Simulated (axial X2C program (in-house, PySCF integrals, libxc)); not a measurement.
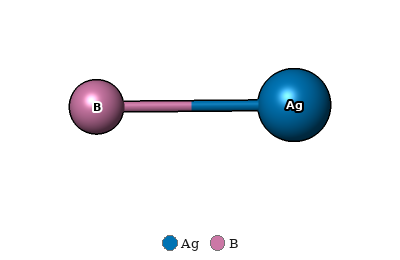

Figure 1. The molecule at the reference distance of 2.101 Å.

Relativistic diatomic calculation, with input and output: AgB⁻

System: AgB⁻, single determinant with Ω = 1/2.
Method: PBE0, two-component X2C with atomic mean-field Coulomb and Gaunt terms, Ag dyall-acv3z, B dyall-av3z (cores contracted) (axial X2C program (in-house, PySCF integrals, libxc)).

## Key numbers

- outcome: converged; a filled level lies above zero
- bond length rₑ: 2.093 Å
- ωₑ: 406.8 cm⁻¹
- energy at the minimum: −5337.64357 hartree
- depth below the fragments: 1.62 eV
- hardware: 1 thread of Arm Neoverse V2, 24 GiB of memory available, shared host
- wall time: 8.1 s

## Remarks

The highest filled level (PBE0, up to 0.59 eV) lies above zero. That is common for anions, where the functional's self-interaction leaves the outer electrons unbound; only the finite basis holds them, so such levels depend on it. Caveats: 7 of the 10 points asked for were kept.

## Input file
```
{"zs": [47, 5], "q": -1, "bas": ["dyall-acv3z", "dyall-av3z"], "levels": ["PBE0", "HF", "PW91"], "cc": true, "r0": 2.13, "thr": -2.0, "nmax": 90, "npts": 10, "nst": 2, "ntry": 6}
```

The line is the task of a batch: nuclear charges, charge, bases, the levels to run, a first guess of the distance and further settings. This report covers PBE0 with spin-orbit coupling. The log is that of the reference distance 2.101 Å.

Launched within a batch (the task file carries these settings):
```bash
python <driver script> task.json out
```

## Log
```
two-component X2C + atomic mean field  PBE0
basis functions 217  fitting functions 1015  grid points 5080
iter        total energy     max residual
   1      -5332.674783982     1.44e+01
   2      -5337.582317102     4.58e-02
   3      -5337.188750467     1.19e-01
   4      -5337.627048456     2.58e-02
   5      -5337.641642805     7.95e-03
   6      -5337.643080933     4.31e-03
   7      -5337.643527178     1.08e-03
   8      -5337.643549796     7.87e-04
   9      -5337.643561329     7.76e-05
  10      -5337.643561909     7.92e-05
  11      -5337.643562409     5.87e-05
  12      -5337.643563082     6.10e-05
  13      -5337.643564037     3.06e-05
  14      -5337.643564334     1.48e-05
  15      -5337.643564372     5.79e-06
  16      -5337.643564376     1.91e-06
  17      -5337.643564377     4.71e-07
converged
one-electron -7483.45138959  Coulomb 2243.71103716  exact exchange -37.95037998  xc functional -116.31477435  nuclear repulsion 59.18926443  atomic mean-field constant -2.82732205
```

## The points of the curve

| R (Å) | E (hartree) | dipole (D; origin at the first atom, positive when the second is positive) | highest filled (eV) | lowest empty (eV) |
| --- | --- | --- | --- | --- |
| 1.912 | −5337.638553 | −4.40 | 0.59 | 1.82 |
| 1.975 | −5337.641658 | −4.63 | 0.58 | 1.83 |
| 2.038 | −5337.643197 | −4.84 | 0.57 | 1.82 |
| 2.101 | −5337.643564 | −5.01 | 0.56 | 1.82 |
| 2.175 | −5337.642927 | −5.19 | 0.54 | 1.82 |
| 2.248 | −5337.641485 | −5.33 | 0.51 | 1.82 |
| 2.343 | −5337.638892 | −5.48 | 0.47 | 1.82 |

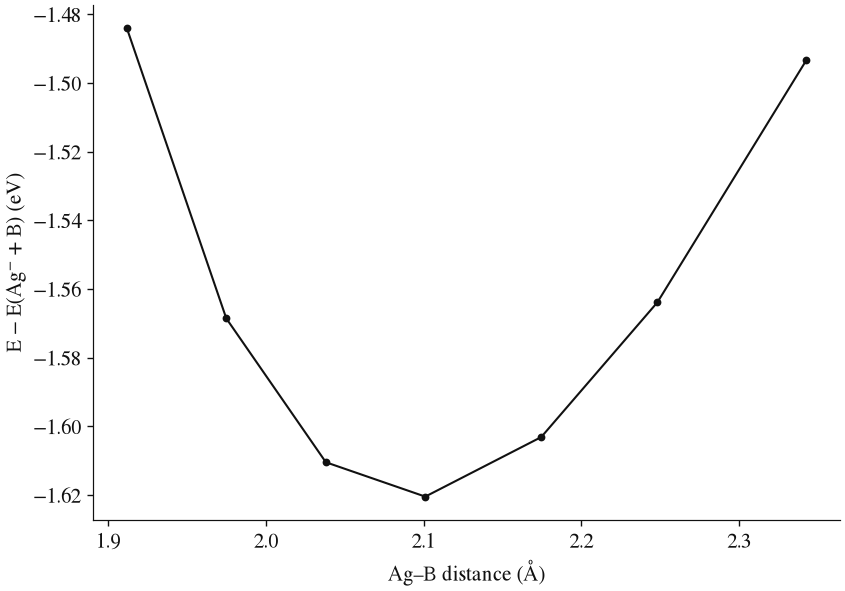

Figure 2. Energy at 7 bond lengths, for one set of occupations held fixed; the line joins the points. A polynomial of degree 5 through 7 points gives rₑ = 2.093 Å, ωₑ = 406.8 cm⁻¹, ωₑxₑ = 4.3 cm⁻¹ and Bₑ = 0.3854 cm⁻¹. The minimum lies 1.62 eV below Ag⁻ + B, each computed as one determinant at the same level.

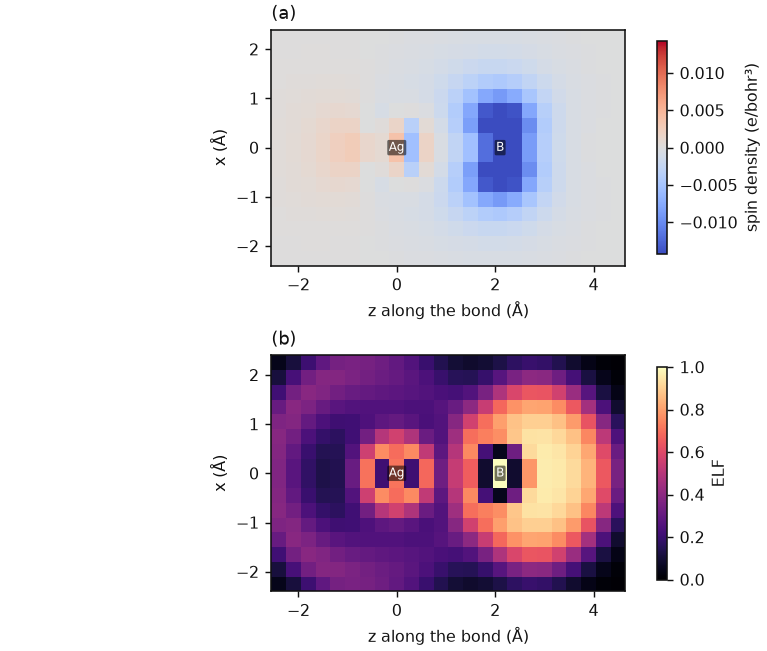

Figure 3. (a) spin density; (b) electron localisation function, in a plane that holds the axis, at 2.10 Å, on points 0.3 Å apart (one half computed, the other mirrored); the structure near the nuclei is finer than these points.

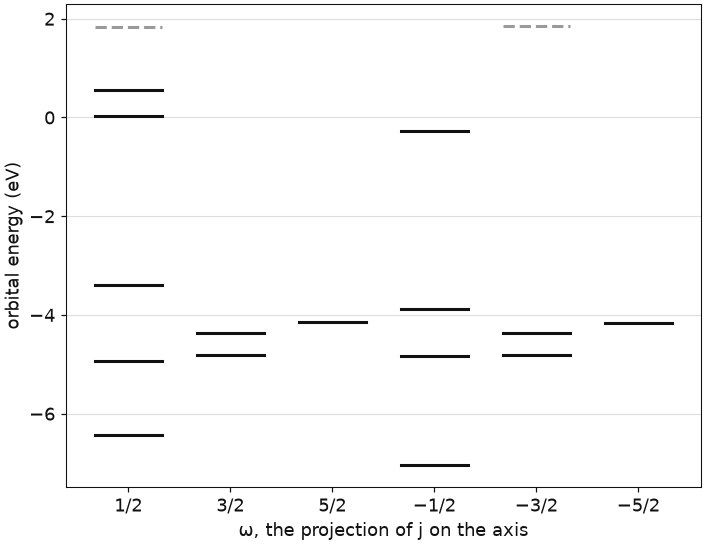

Figure 4. Orbital energies near the frontier at 2.10 Å, filled (solid) and empty (dashed). The highest filled spinor (1/2; 72 % B p, 19 % Ag p) lies at 0.56 eV, the lowest empty one (1/2; 77 % Ag p, 20 % Ag s) at 1.82 eV. A filled level above zero is held only by the finite basis .
